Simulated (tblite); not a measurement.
## Si₂AsH₆O₃: geometry relaxation (part 1 of 2)

- system: Si₂AsH₆O₃, multiplicity 2
- method: GFN2-xTB geometry optimisation, gas phase (tblite 0.8.0)

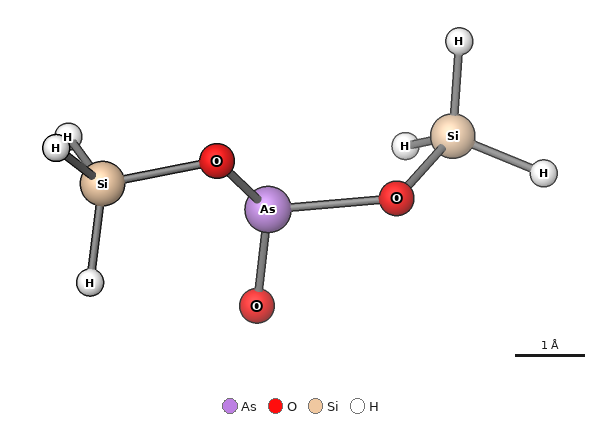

*The input geometry (ball-and-stick view, seen at a tilt).*

Bond lengths as drawn: As–O 1.58 to 1.91 Å, H–Si 1.45 to 1.49 Å and O–Si 1.72 to 1.73 Å.

## The input
```
{"job": {"kind": "relax", "xc": "GFN2-xTB", "basis": "xTB"}, "charge": 0, "multiplicity": 2}
As    -0.142308     0.233718    -0.359850
O     -0.192848     1.297078    -1.525523
O     -1.260364    -0.904974     0.186848
Si    -2.787518    -0.112897     0.256677
O      1.519024    -0.664020    -0.654642
Si     2.850176    -0.109963     0.309843
H     -3.103969     0.400829    -1.080369
H     -3.819926    -1.120555     0.632781
H     -2.717111     0.912794     1.275932
H      4.061242    -0.297855    -0.468239
H      2.942111    -0.901018     1.526868
H      2.687460     1.309104     0.595290
```

The first line tells a small driver script what to run in tblite; the rest is the geometry in Å.

Hardware: 1 CPU thread, shared host.

Command:
```bash
OMP_NUM_THREADS=1 python <driver script> task.json out
```

## What the program printed
```
step      E/eV     max force
  0    -575.07188    4.202
  1    -575.45357    2.640
  2    -575.72464    0.939
  3    -575.78458    0.858
  4    -575.86646    0.826
  5    -575.90819    0.851
  6    -575.96917    0.547
  7    -575.99330    0.461
  8    -576.01366    0.410
  9    -576.03499    0.483
 10    -576.07421    0.619
 11    -576.11343    0.553
 12    -576.13815    0.485
 13    -576.15633    0.392
 14    -576.17689    0.464
 15    -576.19466    0.492
 16    -576.21664    0.388
 17    -576.23700    0.336
 18    -576.25155    0.301
 19    -576.26281    0.287
 20    -576.27350    0.303
 21    -576.28444    0.371
 22    -576.29767    0.393
 23    -576.31411    0.408
 24    -576.32984    0.358
 25    -576.34035    0.392
 26    -576.35103    0.300
 27    -576.35896    0.308
 28    -576.36721    0.272
 29    -576.37572    0.349
 30    -576.38814    0.334
 31    -576.39664    0.193
 32    -576.40070    0.142
 33    -576.40192    0.150
 34    -576.40427    0.114
 35    -576.40672    0.129
 36    -576.41039    0.149
 37    -576.41445    0.144
 38    -576.41811    0.127
 39    -576.42035    0.101
 40    -576.42171    0.096
 41    -576.42336    0.104
 42    -576.42596    0.116
 43    -576.42887    0.128
 44    -576.43099    0.152
 45    -576.43198    0.201
 46    -576.43398    0.108
 47    -576.43549    0.074
 48    -576.43815    0.103
 49    -576.44115    0.140
 50    -576.44519    0.230
 51    -576.44803    0.258
 52    -576.45238    0.146
 53    -576.45337    0.130
 54    -576.45420    0.085
 55    -576.45485    0.082
 56    -576.45570    0.075
 57    -576.45613    0.065
 58    -576.45674    0.063
 59    -576.45712    0.065
 60    -576.45741    0.040
 61    -576.45760    0.030
 62    -576.45778    0.034
 63    -576.45804    0.061
 64    -576.45846    0.084
 65    -576.45903    0.083
 66    -576.45963    0.075
 67    -576.46018    0.066
 68    -576.46074    0.072
 69    -576.46140    0.079
 70    -576.46210    0.070
 71    -576.46257    0.049
 72    -576.46279    0.035
 73    -576.46292    0.031
 74    -576.46313    0.049
 75    -576.46350    0.066
 76    -576.46408    0.081
 77    -576.46474    0.072
 78    -576.46526    0.051
 79    -576.46557    0.042
 80    -576.46579    0.042
 81    -576.46605    0.054
 82    -576.46648    0.088
 83    -576.46713    0.123
 84    -576.46785    0.107
 85    -576.46827    0.051
 86    -576.46842    0.026
 87    -576.46848    0.021
 88    -576.46855    0.021
 89    -576.46867    0.022
 90    -576.46877    0.028
 91    -576.46886    0.025
 92    -576.46892    0.022
 93    -576.46900    0.021
 94    -576.46910    0.035
 95    -576.46923    0.045
 96    -576.46939    0.047
 97    -576.46958    0.044
 98    -576.46990    0.048
 99    -576.47049    0.074
100    -576.47147    0.113
101    -576.47267    0.146
102    -576.47399    0.117
103    -576.47474    0.057
104    -576.47505    0.046
105    -576.47537    0.088
106    -576.47581    0.060
107    -576.47630    0.039
108    -576.47656    0.051
109    -576.47675    0.053
110    -576.47690    0.030
111    -576.47703    0.026
112    -576.47711    0.025
113    -576.47719    0.026
114    -576.47728    0.027
115    -576.47738    0.022
116    -576.47746    0.017
117    -576.47751    0.018
118    -576.47756    0.021
119    -576.47768    0.026
120    -576.47784    0.042
121    -576.47810    0.055
122    -576.47846    0.054
123    -576.47889    0.061
124    -576.47928    0.065
125    -576.47953    0.056
126    -576.47956    0.069
127    -576.47982    0.035
128    -576.47996    0.027
129    -576.48018    0.029
130    -576.48029    0.032
131    -576.48043    0.026
132    -576.48052    0.018
133    -576.48059    0.016
134    -576.48064    0.020
135    -576.48070    0.020
136    -576.48076    0.017
137    -576.48079    0.012
138    -576.48081    0.011
139    -576.48081    0.009
140    -576.48082    0.006
```

## Trajectory as extended XYZ (Å, eV, eV/Å), 29 frames, from step=0 to step=140
```
12
Properties=species:S:1:pos:R:3:forces:R:3 step=0 energy=-575.07188
As   -0.1423    0.2337   -0.3599    3.8340   0.9540   1.4300
O    -0.1928    1.2971   -1.5255   -0.9360  -0.2420  -0.9240
O    -1.2604   -0.9050    0.1868   -2.5140  -0.0740  -0.6460
Si   -2.7875   -0.1129    0.2567   -0.1310  -1.2160  -0.1930
O     1.5190   -0.6640   -0.6546    0.3030   0.7430   1.3100
Si    2.8502   -0.1100    0.3098   -1.1300  -0.5010  -1.0940
H    -3.1040    0.4008   -1.0804    0.0720   0.0380   0.0940
H    -3.8199   -1.1206    0.6328    0.7410   0.1140  -0.1110
H    -2.7171    0.9128    1.2759    0.1350   0.2750   0.1930
H     4.0612   -0.2979   -0.4682   -0.0530  -0.1730  -0.3620
H     2.9421   -0.9010    1.5269   -0.2060  -0.1690   0.1910
H     2.6875    1.3091    0.5953   -0.1150   0.2510   0.1120
12
Properties=species:S:1:pos:R:3:forces:R:3 step=5 energy=-575.90819
As    0.0717    0.3340   -0.2421   -0.7820  -0.2590   0.2130
O    -0.2617    1.1860   -1.5390    0.0450  -0.0390  -0.0960
O    -1.3351   -0.8489    0.0796    0.3290   0.5830  -0.0410
Si   -2.8140   -0.1242    0.2358    0.2180  -0.2540  -0.0810
O     1.5067   -0.6206   -0.5536    0.3150   0.0240   0.3610
Si    2.8476   -0.1201    0.2909   -0.1340  -0.0160  -0.0900
H    -3.1134    0.4150   -1.0753   -0.2380   0.1930  -0.1910
H    -3.7597   -1.1682    0.6386    0.3320  -0.1310  -0.0140
H    -2.7107    0.9135    1.2694   -0.0390   0.0640   0.0560
H     4.0234   -0.3264   -0.5280   -0.0570  -0.1380  -0.3390
H     2.9018   -0.9043    1.5166   -0.0760  -0.1050   0.1520
H     2.6792    1.3064    0.6028    0.0870   0.0780   0.0700
12
Properties=species:S:1:pos:R:3:forces:R:3 step=10 energy=-576.07421
As    0.0150    0.3538   -0.2036    0.3020   0.5160  -0.1290
O    -0.2606    1.1437   -1.5623    0.0870   0.0170  -0.0540
O    -1.3000   -0.7511    0.0580    0.0860  -0.4770   0.0090
Si   -2.8020   -0.1272    0.1920   -0.2750   0.5510   0.0700
O     1.4834   -0.6053   -0.4198   -0.3210  -0.1190  -0.0250
Si    2.8681   -0.1197    0.3040    0.1740   0.0640   0.3090
H    -3.1901    0.4619   -1.0926   -0.0670  -0.0310   0.0810
H    -3.6116   -1.2412    0.6304    0.0520  -0.3520   0.0070
H    -2.7291    0.9077    1.2562   -0.1050  -0.0760  -0.1470
H     3.9599   -0.3814   -0.6434   -0.2940  -0.0380   0.0540
H     2.8809   -0.9234    1.5473    0.1600   0.1410  -0.1570
H     2.7220    1.3246    0.6295    0.2000  -0.1960  -0.0170
12
Properties=species:S:1:pos:R:3:forces:R:3 step=15 energy=-576.19466
As    0.0108    0.4646   -0.2060   -0.1090  -0.2250  -0.0410
O    -0.2201    1.1406   -1.6311    0.1280   0.0370  -0.0670
O    -1.2900   -0.7121    0.0571   -0.0430   0.4850  -0.0690
Si   -2.8209   -0.1061    0.1674    0.1340  -0.3590  -0.0020
O     1.4118   -0.5878   -0.2556   -0.0940   0.2120  -0.0170
Si    2.8719   -0.1325    0.3418   -0.2290  -0.0580  -0.1290
H    -3.2951    0.5007   -1.0893    0.0520  -0.1490   0.1570
H    -3.4151   -1.3728    0.5984   -0.1040   0.0680  -0.0990
H    -2.7884    0.9112    1.2265   -0.1300   0.0830   0.0670
H     3.8008   -0.4473   -0.7319    0.0460  -0.0690  -0.0460
H     2.9301   -0.9164    1.5622    0.2190  -0.1360   0.2270
H     2.8403    1.3001    0.6562    0.1300   0.1120   0.0200
12
Properties=species:S:1:pos:R:3:forces:R:3 step=20 energy=-576.27350
As   -0.0076    0.5672   -0.2330   -0.0610   0.2310  -0.0020
O    -0.1326    1.1490   -1.7132    0.0660   0.0600  -0.1330
O    -1.2811   -0.5810    0.0274   -0.0580  -0.0300   0.0560
Si   -2.8441   -0.1440    0.1844   -0.0270   0.0840   0.0700
O     1.3292   -0.5235   -0.1361    0.2560  -0.0080   0.1610
Si    2.8401   -0.1596    0.3667    0.2600   0.0240   0.0210
H    -3.3614    0.4667   -1.0364   -0.0880  -0.0840  -0.1440
H    -3.3137   -1.4772    0.5396   -0.1540   0.0190   0.0240
H    -2.8945    0.9182    1.2098   -0.1170  -0.1450   0.1070
H     3.6555   -0.5228   -0.7890    0.0410  -0.0730   0.0210
H     3.0552   -0.9295    1.6021   -0.0780   0.0000  -0.1480
H     2.9912    1.2788    0.6733   -0.0400  -0.0790  -0.0340
12
Properties=species:S:1:pos:R:3:forces:R:3 step=25 energy=-576.34035
As   -0.0040    0.7099   -0.2727    0.2240  -0.2750  -0.1660
O    -0.0273    1.1626   -1.8113    0.0480  -0.1360   0.3020
O    -1.2941   -0.4407    0.0171    0.0080   0.0850   0.0950
Si   -2.8891   -0.1590    0.2074   -0.0040  -0.0200  -0.1530
O     1.3347   -0.4203    0.0214   -0.1350   0.3240   0.0100
Si    2.9141   -0.1728    0.3786   -0.2580  -0.0240  -0.2230
H    -3.4394    0.3708   -1.0409   -0.0840   0.0200  -0.0360
H    -3.3392   -1.5246    0.5040    0.0940   0.1440   0.0490
H    -3.0489    0.8529    1.2683   -0.0610  -0.1330   0.0350
H     3.6045   -0.6272   -0.8384    0.0190   0.0620   0.1840
H     3.1297   -0.9667    1.5902    0.0040  -0.0440  -0.0540
H     3.0949    1.2574    0.6720    0.1420  -0.0020  -0.0420
12
Properties=species:S:1:pos:R:3:forces:R:3 step=30 energy=-576.38814
As    0.0200    0.7878   -0.2863   -0.2530   0.2020   0.0070
O     0.0680    1.1224   -1.8501    0.0700  -0.1160   0.0590
O    -1.3026   -0.3160    0.0350   -0.1860   0.0160   0.0260
Si   -2.9219   -0.1570    0.1760    0.1280  -0.1380  -0.0410
O     1.2902   -0.2937    0.1761    0.3030  -0.1370   0.0270
Si    2.9096   -0.1772    0.3668    0.0070   0.0370  -0.0180
H    -3.5458    0.3344   -1.0570    0.0590   0.0100   0.0180
H    -3.2567   -1.5525    0.4885    0.0630   0.0940  -0.0330
H    -3.1813    0.7596    1.2931   -0.0420   0.0250   0.0220
H     3.5359   -0.6973   -0.8596   -0.0880   0.1150   0.1140
H     3.1761   -0.9986    1.5532   -0.1090  -0.0190  -0.0750
H     3.2445    1.2303    0.6600    0.0480  -0.0880  -0.1060
12
Properties=species:S:1:pos:R:3:forces:R:3 step=35 energy=-576.40672
As    0.0105    0.8503   -0.2792    0.0670  -0.0980  -0.0490
O     0.1242    1.0714   -1.8583    0.0240  -0.0060   0.0470
O    -1.3178   -0.2429    0.0387   -0.0240  -0.0080   0.0450
Si   -2.9352   -0.1638    0.1595   -0.0250   0.0320   0.0920
O     1.2825   -0.2388    0.2609    0.0450   0.0980   0.0270
Si    2.9087   -0.1741    0.3666   -0.0390  -0.0160   0.0160
H    -3.5891    0.3239   -1.0593    0.0840  -0.0110   0.0040
H    -3.1899   -1.5698    0.4734    0.0050  -0.0210  -0.0470
H    -3.2556    0.7156    1.2972   -0.0170   0.0000  -0.0410
H     3.4784   -0.7154   -0.8687   -0.0310   0.0710  -0.0340
H     3.1807   -1.0213    1.5288   -0.0930  -0.0300   0.0090
H     3.3387    1.2072    0.6362    0.0040  -0.0090  -0.0690
12
Properties=species:S:1:pos:R:3:forces:R:3 step=40 energy=-576.42171
As    0.0186    0.8797   -0.2781    0.0080   0.0580  -0.0110
O     0.1916    1.0130   -1.8605   -0.0210  -0.0360   0.0020
O    -1.3347   -0.1803    0.0707    0.0820  -0.0220   0.0450
Si   -2.9558   -0.1670    0.1671    0.0890  -0.0170  -0.0170
O     1.2838   -0.1522    0.3625   -0.0690   0.0040   0.0470
Si    2.9113   -0.1730    0.3699   -0.0260   0.0180  -0.0390
H    -3.5898    0.3113   -1.0659    0.0500  -0.0140   0.0120
H    -3.1263   -1.5963    0.4384   -0.0540   0.0170  -0.0230
H    -3.3438    0.6831    1.3016   -0.0040   0.0030  -0.0040
H     3.4159   -0.6976   -0.8993   -0.0260  -0.0150  -0.0450
H     3.1308   -1.0651    1.5103   -0.0090   0.0280  -0.0130
H     3.4344    1.1866    0.5788   -0.0200  -0.0240   0.0450
12
Properties=species:S:1:pos:R:3:forces:R:3 step=45 energy=-576.43198
As    0.0289    0.9289   -0.2736   -0.0240  -0.0610  -0.0760
O     0.2322    0.9354   -1.8606   -0.0170  -0.0130   0.0840
O    -1.3012   -0.1409    0.1248   -0.0890   0.0290   0.0620
Si   -2.9218   -0.1737    0.1721   -0.0780  -0.0130   0.0040
O     1.2602   -0.0716    0.4744    0.1680   0.0960  -0.0540
Si    2.8826   -0.1692    0.3509   -0.0440  -0.0150   0.0010
H    -3.5487    0.2987   -1.0642    0.0640   0.0170  -0.0680
H    -3.0966   -1.6122    0.3934    0.0210   0.0370   0.0170
H    -3.4063    0.6575    1.2889    0.1060  -0.0510  -0.0190
H     3.3298   -0.6830   -0.9488   -0.1010  -0.0150   0.0270
H     3.0774   -1.0790    1.4811    0.0490  -0.0170  -0.0250
H     3.4993    1.1514    0.5571   -0.0550   0.0060   0.0480
12
Properties=species:S:1:pos:R:3:forces:R:3 step=50 energy=-576.44519
As    0.0154    0.9357   -0.2675    0.0650  -0.0480  -0.1410
O     0.2284    0.8771   -1.8565   -0.0860  -0.0350   0.2110
O    -1.2915   -0.1361    0.1964   -0.0650   0.0220  -0.0680
Si   -2.9154   -0.1785    0.1598    0.1260   0.0440   0.0090
O     1.2678   -0.0026    0.5210    0.0050   0.0390  -0.0550
Si    2.8758   -0.1685    0.3365   -0.0790   0.1400   0.0680
H    -3.4759    0.3114   -1.1020    0.0290  -0.0050  -0.0210
H    -3.0838   -1.6134    0.3776   -0.0270  -0.0480  -0.0030
H    -3.3829    0.6413    1.2831   -0.0490   0.0210   0.0200
H     3.2451   -0.6774   -0.9867   -0.0270   0.0000   0.0270
H     3.0560   -1.0941    1.4553    0.0860  -0.0580  -0.0250
H     3.4970    1.1473    0.5784    0.0220  -0.0710  -0.0210
12
Properties=species:S:1:pos:R:3:forces:R:3 step=55 energy=-576.45485
As    0.0145    0.9700   -0.2653   -0.0100  -0.0220   0.0300
O     0.2504    0.7763   -1.8329   -0.0560   0.0090  -0.0590
O    -1.2870   -0.0821    0.2515    0.0250  -0.0230   0.0100
Si   -2.9016   -0.1827    0.1570    0.0010   0.0130  -0.0080
O     1.2656    0.1098    0.6020    0.0640  -0.0030   0.0340
Si    2.8480   -0.1495    0.3349    0.0060  -0.0270  -0.0030
H    -3.4072    0.3054   -1.1303   -0.0100  -0.0080   0.0170
H    -3.0561   -1.6291    0.3440    0.0080   0.0410  -0.0050
H    -3.4294    0.6083    1.2775   -0.0410  -0.0040  -0.0330
H     3.1213   -0.6633   -1.0096   -0.0140   0.0140   0.0130
H     3.0474   -1.1308    1.4041    0.0160  -0.0080   0.0000
H     3.5702    1.1099    0.5626    0.0090   0.0180   0.0050
12
Properties=species:S:1:pos:R:3:forces:R:3 step=60 energy=-576.45741
As    0.0135    0.9636   -0.2627    0.0000   0.0300   0.0150
O     0.2256    0.7626   -1.8342   -0.0060  -0.0140   0.0220
O    -1.2789   -0.0886    0.2676   -0.0010  -0.0090   0.0280
Si   -2.8931   -0.1786    0.1535   -0.0240  -0.0060  -0.0050
O     1.2757    0.1282    0.6195   -0.0330  -0.0040  -0.0220
Si    2.8508   -0.1486    0.3375    0.0360  -0.0080   0.0040
H    -3.3939    0.3081   -1.1346    0.0030   0.0050  -0.0140
H    -3.0463   -1.6228    0.3369   -0.0070  -0.0140   0.0030
H    -3.4455    0.6082    1.2638   -0.0140   0.0150  -0.0120
H     3.0918   -0.6559   -1.0135    0.0190   0.0000  -0.0160
H     3.0554   -1.1409    1.3965    0.0100   0.0070  -0.0050
H     3.5807    1.1069    0.5653    0.0170  -0.0020   0.0000
```
